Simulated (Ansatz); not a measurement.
Level of theory: PBE (plane waves to 420 eV, PAW; Ansatz, a first-principles code).

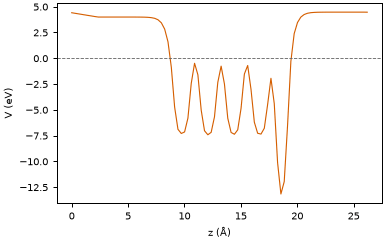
Fig. 1. Electrostatic potential energy of an electron, averaged over planes parallel to the surface, in eV from the Fermi level, for Cu on the 1x1 (111) surface of fcc Al, one in a 1x1 cell, started at the site 'hollow Al-Al-Al over Al at depth 4.6 Å'

Set-up: 5 atoms, 7.0 Å thick at the start under the adsorbate (thin: gaps and levels are the slab's own); mesh 12x12x1; 0.1 eV smearing; dipole correction on; 2 atoms held, the rest relaxed; held to the start's symmetry, so lower structures may exist; no spin, no spin-orbit, no U, no dispersion correction. At the end it is bonded to 3 Al. In PBE it is, or lies within 0.03 eV of, the lowest of the starts that converged.

The vacuum level lies 4.47 eV above the Fermi level over the top face and 4.00 eV above it under the bottom face.
